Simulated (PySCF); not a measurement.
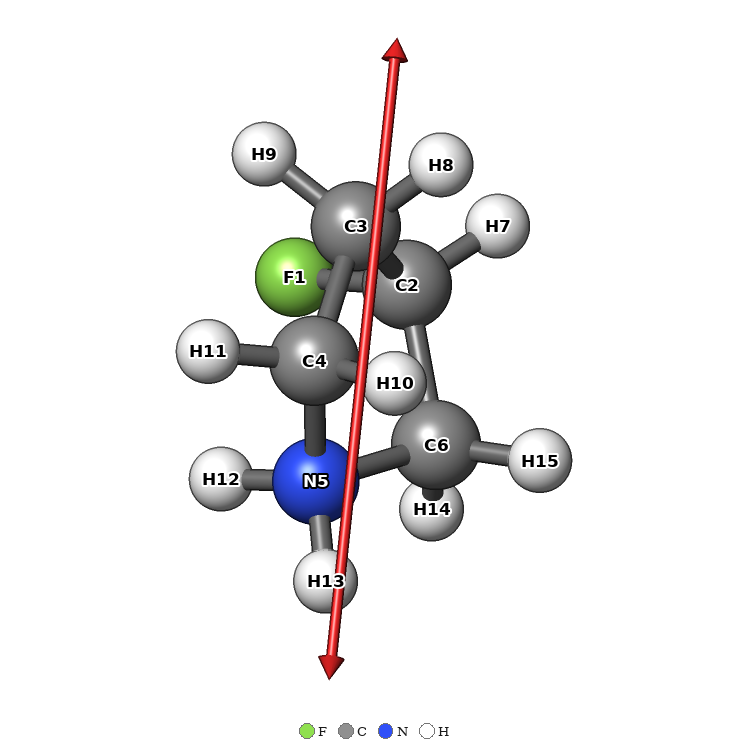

The double arrow shows the direction of the transition dipole to excited singlet state 1 (its length means nothing). The species has charge +1 and is a spin singlet. Computed geometry: GFN2-xTB optimisation. No frequency run is at hand to confirm it as a minimum. Method: TDDFT PBE0/def2-SVPD, vertical, gas phase, core orbitals frozen in the response (PySCF 2.14.0).

**Where does the transition lie, and how strong is it?**

8.70 eV (143 nm), oscillator strength 0.017, mainly HOMO → LUMO (weight 0.98); transition dipole 0.72 D.
